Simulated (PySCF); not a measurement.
**C₃H₁₁NOSi: one change and its effect**

System: C₃H₁₁NOSi, SMILES CO[SiH2]N(C)C.
Method of run 1: GIAO WP04/pcSseg-1 NMR shielding, non-relativistic, gas phase (PySCF 2.14.0).

The geometry comes from this level: PBE0-D3(BJ)/def2-SVP. Text and figures count atoms from 1; the logs count them from 0 in places.

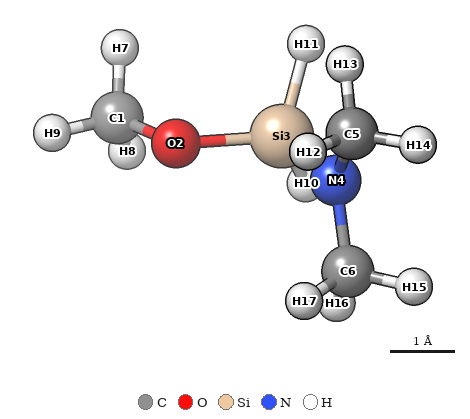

**Figure 1.** The input geometry (ball-and-stick view, seen at a tilt; atoms are numbered from 1 in the order of the input).

**The input, run 1**
```
{"job": {"kind": "nmr", "xc": "WP04", "basis": "pcSseg-1", "pop": false}, "charge": 0, "multiplicity": 1}
C      3.380495    -0.160737    -0.070822
O      2.027493    -0.116992     0.274705
Si     0.796527     0.126908    -0.828584
N     -0.733654     0.246736    -0.061943
C     -1.505949    -0.917815     0.291172
C     -1.167691     1.465580     0.573673
H      3.616838    -1.015011    -0.733785
H      3.713784     0.763113    -0.582041
H      3.982251    -0.271978     0.844664
H      1.072226     1.407793    -1.551055
H      0.752531    -1.033469    -1.770374
H     -1.443520    -1.158303     1.370905
H     -1.156105    -1.799157    -0.266954
H     -2.575034    -0.772298     0.046957
H     -2.222518     1.688446     0.325485
H     -0.560594     2.318217     0.233919
H     -1.090147     1.419377     1.677793
```

The first line tells a small driver script what to run in PySCF; the rest is the geometry in Å.

Hardware: 1 CPU thread, shared host.

**Output (run 1)**
```
coarse grid: 13856 points
cycle   1  E = -549.3189108882  dE =  3.970e-01  |g| = 1.095e+00  |ddm| = 3.517e+00
cycle   2  E = -548.7279821675  dE =  5.909e-01  |g| = 1.993e+00  |ddm| = 3.063e+00
cycle   3  E = -549.5387375320  dE = -8.108e-01  |g| = 1.911e-01  |ddm| = 2.520e+00
cycle   4  E = -549.5434063947  dE = -4.669e-03  |g| = 1.181e-01  |ddm| = 2.214e-01
cycle   5  E = -549.5463701193  dE = -2.964e-03  |g| = 2.994e-02  |ddm| = 1.028e-01
cycle   6  E = -549.5465318347  dE = -1.617e-04  |g| = 1.036e-02  |ddm| = 2.545e-02
cycle   7  E = -549.5465540420  dE = -2.221e-05  |g| = 1.186e-03  |ddm| = 6.899e-03
cycle   8  E = -549.5465543457  dE = -3.037e-07  |g| = 2.936e-04  |ddm| = 1.617e-03
final grid: 126848 points
cycle   9  E = -549.6084781973  dE = -3.868e-05  |g| = 9.516e-03  |ddm| = 2.353e-02
cycle  10  E = -549.6084599519  dE =  1.825e-05  |g| = 1.333e-02  |ddm| = 1.513e-02
cycle  11  E = -549.6084977895  dE = -3.784e-05  |g| = 1.939e-03  |ddm| = 9.472e-03
cycle  12  E = -549.6084985147  dE = -7.252e-07  |g| = 2.495e-04  |ddm| = 1.595e-03
cycle  13  E = -549.6084985264  dE = -1.168e-08  |g| = 7.670e-05  |ddm| = 2.617e-04
cycle  14  E = -549.6084985277  dE = -1.271e-09  |g| = 1.337e-05  |ddm| = 9.107e-05
cycle  15  E = -549.6084985277  dE = -2.501e-11  |g| = 7.572e-06  |ddm| = 1.377e-05
converged SCF energy = -549.6084985277

GIAO shielding tensors (ppm)
atom      isotropic    diamagn.    paramagn.     s11        s22        s33       span
  0 C      120.683     237.797    -117.114     94.855     98.127    169.068     74.213
  1 O      298.321     406.857    -108.536    275.341    295.785    323.837     48.495
  2 Si     373.327     885.361    -512.035    347.746    365.988    406.246     58.499
  3 N      213.754     330.714    -116.960    188.263    205.626    247.374     59.111
  4 C      131.609     245.459    -113.850    108.869    116.405    169.554     60.686
  5 C      131.788     244.654    -112.866    108.928    117.032    169.403     60.475
  6 H       28.315      27.222       1.093     24.377     26.058     34.509     10.131
  7 H       28.312      27.165       1.147     24.467     26.113     34.355      9.888
  8 H       28.121      26.724       1.397     24.177     25.940     34.247     10.070
  9 H       27.704      32.798      -5.095     24.324     26.594     32.193      7.870
 10 H       27.709      33.004      -5.295     24.281     26.565     32.282      8.001
 11 H       29.118      30.771      -1.653     24.904     27.089     35.363     10.459
 12 H       28.910      31.561      -2.651     24.746     27.637     34.347      9.601
 13 H       29.298      29.290       0.008     25.260     26.931     35.702     10.441
 14 H       29.286      28.898       0.388     25.243     26.906     35.709     10.465
 15 H       28.931      30.910      -1.979     24.740     27.710     34.341      9.601
 16 H       29.137      30.329      -1.191     24.992     27.070     35.351     10.360
```

For run 2 the input was changed thus:
```diff
-"xc": "WP04"
+"xc": "BHandHLYP"
```

Predict how the results change.

The total energies belong to different methods, so their difference says nothing on which is more stable or more accurate. The HOMO goes from −7.59 to −7.76 eV. The LUMO goes from −0.22 to 2.06 eV. Of all shieldings, the largest change is that of O2, by +20.1 ppm. The functional changes from WP04 to BHandHLYP. Exact exchange removes part of the self-interaction error of semilocal functionals, which pushes filled and empty levels apart. The SCF takes 13 iterations against 15.

**Output (run 2)**
```
coarse grid: 13856 points
cycle   1  E = -540.1391172163  dE =  5.335e-01  |g| = 6.419e-01  |ddm| = 3.398e+00
cycle   2  E = -540.1177139034  dE =  2.140e-02  |g| = 7.532e-01  |ddm| = 1.066e+00
cycle   3  E = -540.2181494996  dE = -1.004e-01  |g| = 5.143e-02  |ddm| = 6.438e-01
cycle   4  E = -540.2185938882  dE = -4.444e-04  |g| = 2.225e-02  |ddm| = 5.421e-02
cycle   5  E = -540.2186862345  dE = -9.235e-05  |g| = 6.950e-03  |ddm| = 2.037e-02
cycle   6  E = -540.2186962346  dE = -1.000e-05  |g| = 9.452e-04  |ddm| = 5.662e-03
cycle   7  E = -540.2186964284  dE = -1.938e-07  |g| = 3.113e-04  |ddm| = 9.491e-04
final grid: 126848 points
cycle   8  E = -540.2530429202  dE = -1.263e-05  |g| = 2.909e-03  |ddm| = 9.670e-03
cycle   9  E = -540.2530435140  dE = -5.938e-07  |g| = 2.460e-03  |ddm| = 3.889e-03
cycle  10  E = -540.2530449231  dE = -1.409e-06  |g| = 3.109e-04  |ddm| = 1.834e-03
cycle  11  E = -540.2530449399  dE = -1.682e-08  |g| = 1.102e-04  |ddm| = 2.807e-04
cycle  12  E = -540.2530449423  dE = -2.387e-09  |g| = 2.334e-05  |ddm| = 1.048e-04
cycle  13  E = -540.2530449425  dE = -1.178e-10  |g| = 4.422e-06  |ddm| = 2.512e-05
converged SCF energy = -540.2530449425

GIAO shielding tensors (ppm)
atom      isotropic    diamagn.    paramagn.     s11        s22        s33       span
  0 C      135.803     235.986    -100.183    110.436    113.948    183.025     72.589
  1 O      318.412     404.416     -86.004    285.527    322.045    347.664     62.137
  2 Si     381.583     881.500    -499.917    356.147    369.173    419.429     63.283
  3 N      233.262     329.215     -95.953    201.393    229.212    269.180     67.787
  4 C      145.036     243.015     -97.979    123.546    128.769    182.794     59.249
  5 C      145.236     242.270     -97.034    123.605    129.457    182.646     59.041
  6 H       28.148      26.898       1.250     23.918     25.876     34.651     10.733
  7 H       28.149      26.883       1.266     24.027     25.945     34.475     10.447
  8 H       27.823      26.593       1.230     23.472     25.631     34.367     10.895
  9 H       27.199      31.837      -4.638     23.779     26.085     31.732      7.953
 10 H       27.202      31.961      -4.759     23.732     26.049     31.825      8.094
 11 H       28.973      30.072      -1.099     24.429     26.861     35.628     11.199
 12 H       28.629      30.669      -2.039     24.087     27.393     34.408     10.320
 13 H       29.127      29.215      -0.088     24.737     26.637     36.006     11.269
 14 H       29.113      28.848       0.266     24.715     26.611     36.014     11.298
 15 H       28.653      30.170      -1.517     24.084     27.474     34.400     10.316
 16 H       28.994      29.671      -0.678     24.530     26.834     35.616     11.086
```

**The two runs side by side**

| quantity | run 1 | run 2 |
| --- | --- | --- |
| outcome | converged | converged |
| total energy (hartree) | −549.608499 | −540.253045 |
| HOMO (eV) | −7.59 | −7.76 |
| LUMO (eV) | −0.22 | 2.06 |
| dipole moment (D) | 0.20 | 0.17 |
| shielding of C1 (ppm) | 120.7 | 135.8 |
| shielding of O2 (ppm) | 298.3 | 318.4 |
| shielding of Si3 (ppm) | 373.3 | 381.6 |
| shielding of N4 (ppm) | 213.8 | 233.3 |
| shielding of C5 (ppm) | 131.6 | 145.0 |
| shielding of C6 (ppm) | 131.8 | 145.2 |
| shielding of H11 (ppm) | 27.7 | 27.2 |
| SCF iterations | 15 | 13 |
| basis functions | 164 | 164 |
| wall time (shared host) | 17 s | 16 s |
